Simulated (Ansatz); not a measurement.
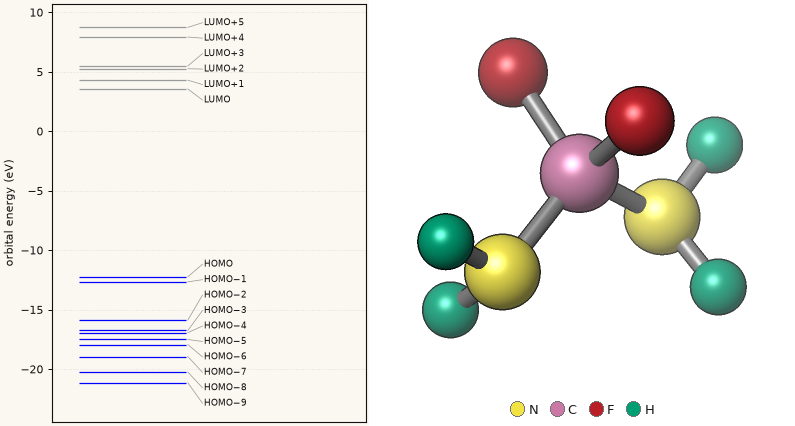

CH₄F₂N₂, SMILES NC(N)(F)F. Hartree-Fock orbital energies near the frontier, HF/def2-TZVPP in the Ansatz code 0.2.0, at a PBE0-D4/def2-TZVP geometry (a minimum by its frequencies), isolated molecule; empty levels in grey, levels within 0.03 eV side by side.

Question: Where do the frontier orbitals lie?

Answer: HOMO at −12.24 eV, LUMO at 3.55 eV, 15.79 eV apart.

Question: How far below the HOMO does the next level lie?

Answer: 0.43 eV.

Question: List the levels.

Answer:
| orbital | energy (eV) |
| --- | --- |
| LUMO+5 | 8.74 |
| LUMO+4 | 7.92 |
| LUMO+3 | 5.49 |
| LUMO+2 | 5.26 |
| LUMO+1 | 4.29 |
| LUMO | 3.55 |
| HOMO | −12.24 |
| HOMO−1 | −12.67 |
| HOMO−2 | −15.88 |
| HOMO−3 | −16.75 |
| HOMO−4 | −16.94 |
| HOMO−5 | −17.51 |
| HOMO−6 | −17.94 |
| HOMO−7 | −18.95 |
| HOMO−8 | −20.26 |
| HOMO−9 | −21.16 |

Note: empty levels above zero depend strongly on the basis.
